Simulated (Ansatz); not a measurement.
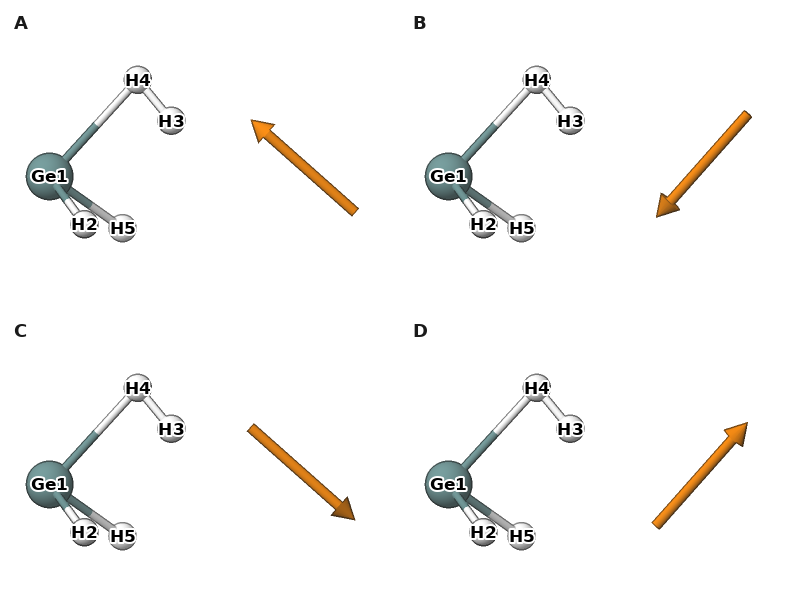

The same molecule four times, each with an arrow. Computed geometry: PBE0-D4/def2-TZVP optimisation. Level of theory: RKS PBE0-D4/def2-TZVP (Ansatz 0.2.0).

Which arrow points along the dipole moment, from the negative to the positive end?

D. The dipole moment is 0.86 D; it points from the side of Ge1, H2, H5 to the side of H3, H4 (the outermost atoms at the two ends).
